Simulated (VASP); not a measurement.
# TiB2 under strain, part 4 of 4

Aim: follow the pressure of TiB2 through compression, expansion and shear. All runs use LDA. Left out of this account: 1 further run (fields: a reference on another mesh). The start is a cell from a database of measured crystal structures.

VASP 6.6.1; LDA; plane waves and PAW (Ti_sv, B).

So far, pressure (GPa): step 2 (bands, cell as listed) -10.9; step 4 (cell volume +8.0 %) -26.6; step 5 (bands, sheared, principal strains -3.5, +1.5, +2.0 %) -9.58; step 6 (cell volume -4.0 %) -0.431; step 7 (cell volume -8.0 %) 12.4.

**8. Bands, atoms displaced by up to 0.09 Å**

The atoms are moved off their sites at random, as a crude picture of disorder.

File INCAR:

```
SYSTEM = TiB2
PREC = Accurate
ENCUT = 420
EDIFF = 1E-06
NELM = 100
ISMEAR = -1
SIGMA = 0.05
LREAL = .FALSE.
ALGO = Normal
GGA = CA
NBANDS = 22
LASPH = .TRUE.
LORBIT = 11
LWAVE = .FALSE.
LCHARG = .FALSE.
KPAR = 4
```

File POSCAR:

```
TiB2
1.0
    3.0292000000      0.0000000000      0.0000000000
   -1.5146000000      2.6233641531      0.0000000000
    0.0000000000      0.0000000000      3.2284000000
Ti B
1 2
Direct
   -0.0087690000      0.0075620000     -0.0158200000
    0.3163360000      0.6657450000      0.5094240000
    0.6485310000      0.3332060000      0.4780380000
```

File KPOINTS:

```
Automatic mesh
0
Gamma
11 11 9
0 0 0
```

File KPOINTS_OPT:

```
Line mode
16
Line-mode
Reciprocal
  0.00000000   0.00000000   0.00000000 GAMMA
  0.50000000   0.00000000   0.00000000 M

  0.50000000   0.00000000   0.00000000 M
  0.33333333   0.33333333   0.00000000 K

  0.33333333   0.33333333   0.00000000 K
  0.00000000   0.00000000   0.00000000 GAMMA

  0.00000000   0.00000000   0.00000000 GAMMA
  0.00000000   0.00000000   0.50000000 A

  0.00000000   0.00000000   0.50000000 A
  0.50000000   0.00000000   0.50000000 L

  0.50000000   0.00000000   0.50000000 L
  0.33333333   0.33333333   0.50000000 H

  0.33333333   0.33333333   0.50000000 H
  0.00000000   0.00000000   0.50000000 A

  0.50000000   0.00000000   0.50000000 L
  0.50000000   0.00000000   0.00000000 M

  0.33333333   0.33333333   0.00000000 K
  0.33333333   0.33333333   0.50000000 H
```

The projector-augmented-wave data sets are Ti_sv and B (LDA family, release 64).

Launch:

```
$ mpirun -np 4 vasp_std
```

What it wrote:

```text
[... set-up lines as in an earlier step ...]
 entering main loop
       N       E                     dE             d eps       ncg     rms          rms(c)
DAV:   1     0.114371540201E+03    0.11437E+03   -0.69485E+03 24042   0.810E+02
DAV:   2    -0.253002579334E+02   -0.13967E+03   -0.13203E+03 25824   0.251E+02
DAV:   3    -0.319672140746E+02   -0.66670E+01   -0.65828E+01 29032   0.552E+01
DAV:   4    -0.320983119301E+02   -0.13110E+00   -0.13097E+00 26858   0.724E+00
DAV:   5    -0.321007359895E+02   -0.24241E-02   -0.24240E-02 28450   0.900E-01    0.163E+01
DAV:   6    -0.269009316585E+02    0.51998E+01   -0.13694E+01 29764   0.355E+01    0.361E+00
DAV:   7    -0.268508401169E+02    0.50092E-01   -0.96546E-01 28108   0.917E+00    0.332E+00
DAV:   8    -0.268443564248E+02    0.64837E-02   -0.67543E-02 33000   0.189E+00    0.837E-01
DAV:   9    -0.268408597613E+02    0.34967E-02   -0.42402E-02 26552   0.218E+00    0.377E-01
DAV:  10    -0.268397354325E+02    0.11243E-02   -0.33408E-03 30414   0.561E-01    0.664E-02
DAV:  11    -0.268397911903E+02   -0.55758E-04   -0.43985E-04 27554   0.144E-01    0.333E-02
DAV:  12    -0.268397882914E+02    0.28989E-05   -0.28254E-05 26760   0.529E-02    0.870E-03
DAV:  13    -0.268397852945E+02    0.29969E-05   -0.79776E-06 28330   0.318E-02    0.198E-03
DAV:  14    -0.268397851958E+02    0.98693E-07   -0.18185E-07 14386   0.339E-03
   1 F= -.26839785E+02 E0= -.26838671E+02  d E =-.222911E-02
 Start KPOINTS_OPT (optional k-point list driver)
k-point batch [1-144\144]
       N       E                     dE             ncg
DAV:   1     0.386275942135E+04   -0.84996E+05     6384
DAV:   2    -0.158607515570E+05   -0.19724E+05     6794
DAV:   3    -0.168391094453E+05   -0.97836E+03     7938
DAV:   4    -0.168556557154E+05   -0.16546E+02     6880
DAV:   5    -0.168558803950E+05   -0.22468E+00     7622
DAV:   6    -0.168558843795E+05   -0.39845E-02     7164
DAV:   7    -0.168558844628E+05   -0.83290E-04     7502
DAV:   8    -0.168558844645E+05   -0.17420E-05     5288
DAV:   9    -0.168558844647E+05   -0.17988E-06     4766
```

Run time: 51 s. Hardware: 4 MPI ranks of Intel Xeon Platinum 8488C (Sapphire Rapids), shared host; peak memory 1.6 GiB; 3.3 min of CPU time.

OUTCAR, selected parts (step 8):

```text
   NELECT =      18.0000    total number of electrons

 E-fermi :   9.8906

 k-point     1 :       0.0000    0.0000    0.0000
  band No.  band energies     occupation
    ...
      5      -3.3613      2.00000
      6       7.3131      2.00000
      7       7.3555      2.00000
      8       7.5515      2.00000
      9       7.9256      2.00000
     10      11.7831      0.00000
     11      11.7877      0.00000
     12      13.5674      0.00000
     13      13.5906      0.00000
     14      15.6895      0.00000
    ...

  Total       -1.5978077     -1.6047734     -1.8748758     -0.0095623     -0.0279582     -0.0167551
  in kB      -99.7840700   -100.2190850   -117.0871461     -0.5971697     -1.7460057     -1.0463687
  external PRESSURE =    -105.6967670 kB  Pullay stress =       0.0000000 kB

 POSITION                                       TOTAL-FORCE (eV/Angst)
 -----------------------------------------------------------------------------------
      2.99118      0.01984      3.17733        -0.202038     -0.298567      0.410632
     -0.05009      1.74649      1.64462         0.028491      0.184418     -0.813011
      1.45986      0.87412      1.54330         0.173547      0.114149      0.402379
 -----------------------------------------------------------------------------------
    total drift:                               -0.000002      0.000020     -0.000090

  FREE ENERGIE OF THE ION-ELECTRON SYSTEM (eV)
  ---------------------------------------------------
  free  energy   TOTEN  =       -26.8397851958 eV

  energy  without entropy=      -26.8375560840  energy(sigma->0) =      -26.83867064

[... 5 parts as in an earlier step ...]

[... 12 further parts left out ...]
```

Numbers from this step:

```
irreducible k-points    : 545
symmetry operations     : 1
free energy (TOTEN)     : -26.84 eV
energy at zero smearing : -26.84 eV
Fermi energy            : 9.891 eV
pressure                : -10.57 GPa
```

The electronic bands at the labelled points (eV, zero at the Fermi level; # counts the bands kept, so #1 is VASP's band 5):

| point | #2 | #3 | #4 | #5 | #6 | #7 | #8 | #9 |
| --- | --- | --- | --- | --- | --- | --- | --- | --- |
| Γ | -2.58 | -2.54 | -2.34 | -1.97 | 1.89 | 1.90 | 3.68 | 3.70 |
| M | -8.99 | -3.21 | -3.18 | -2.19 | 1.34 | 2.76 | 3.23 | 3.37 |
| K | -8.09 | -7.23 | -1.85 | -1.82 | 1.38 | 1.42 | 2.00 | 6.93 |
| Γ | -2.58 | -2.54 | -2.34 | -1.97 | 1.89 | 1.90 | 3.68 | 3.70 |
| A | -7.48 | -0.58 | -0.50 | -0.16 | -0.11 | 0.48 | 0.50 | 1.65 |
| L | -7.35 | -4.57 | -3.77 | -3.02 | 2.48 | 2.94 | 4.49 | 4.60 |
| H | -8.37 | -5.59 | -3.09 | -3.07 | 2.51 | 4.21 | 4.28 | 4.54 |
| A | -7.48 | -0.58 | -0.50 | -0.16 | -0.11 | 0.48 | 0.50 | 1.65 |
| jump to L | -7.35 | -4.57 | -3.77 | -3.02 | 2.48 | 2.94 | 4.49 | 4.60 |
| M | -8.99 | -3.21 | -3.18 | -2.19 | 1.34 | 2.76 | 3.23 | 3.37 |
| jump to K | -8.09 | -7.23 | -1.85 | -1.82 | 1.38 | 1.42 | 2.00 | 6.93 |
| H | -8.37 | -5.59 | -3.09 | -3.07 | 2.51 | 4.21 | 4.28 | 4.54 |

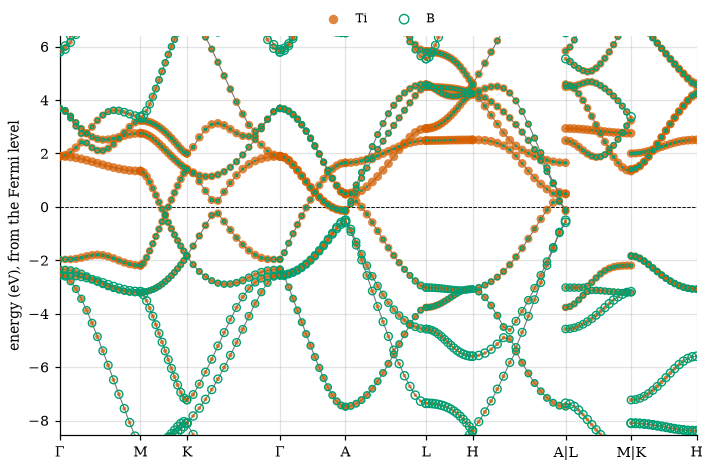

Electronic bands along the path; dots are coloured as in the legend, and their area grows with the weight.

Force by atom:

| atom | x (eV/Å) | y (eV/Å) | z (eV/Å) | size |
| --- | --- | --- | --- | --- |
| Ti1 | -0.202 | -0.299 | 0.411 | 0.546 |
| B2 | 0.028 | 0.184 | -0.813 | 0.834 |
| B3 | 0.174 | 0.114 | 0.402 | 0.453 |

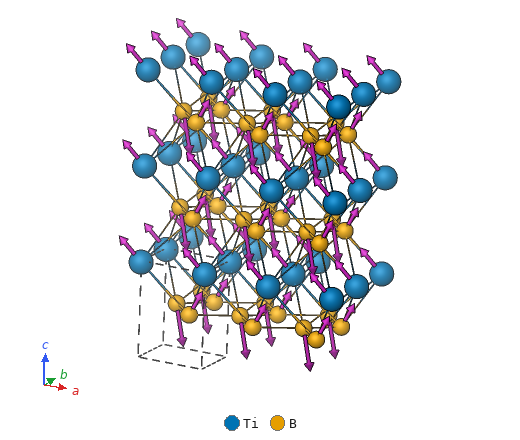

Force as arrows, the longest 0.834 eV/Å. 3×2×3 cells are drawn. Some periodic images of atoms are drawn too.

 The pressure is -10.57 GPa, and the symmetry operations fall from 24 to 1.

**9. Side by side**

| cell | mesh | pressure (GPa) | gap (eV) |
| --- | --- | --- | --- |
| cell as listed | 11×11×9 | -10.94 | none |
| volume times 1.04 | 11×11×9 | -19.54 | none |
| volume times 1.08 | 11×11×9 | -26.58 | none |
| sheared, principal strains -3.5, +1.5, +2.0 % | 11×11×9 | -9.58 | none |
| volume times 0.96 | 11×11×9 | -0.43 | none |
| volume times 0.92 | 11×11×9 | 12.44 | none |
| atoms displaced by up to 0.09 Å | 11×11×9 | -10.57 | none |

**10. Outcome**

- pressure, cell as listed: -10.9 GPa
- pressure, volume times 1.04: -19.5 GPa
- pressure, volume times 1.08: -26.6 GPa
- pressure, sheared, principal strains -3.5, +1.5, +2.0 %: -9.58 GPa
- pressure, volume times 0.96: -0.431 GPa
- pressure, volume times 0.92: 12.4 GPa
- pressure, atoms displaced by up to 0.09 Å: -10.6 GPa
- bulk modulus at the listed volume, shape and positions held: 240 GPa

**Reading.** The slope of pressure against ln V at the listed volume gives a bulk modulus of 240 GPa at fixed shape and positions (not that of equilibrium, since the cell bears -10.9 GPa there).

[Lines on the potential files, build, host, timing and source positions are cut from VASP's logs without a mark.]

[Logs are printed without paths, hosts, clocks, repeated set-up lines and the standing remarks that a program may print on its own settings, such as how far it seeks lower states.]

[Hosts, paths, dates, database ids (printed as entryN), source tags and the programs' standing remarks are cut or masked in the printed files.]

[A measured line is paired with the nearest computed mode of its activity, which favours agreement.]
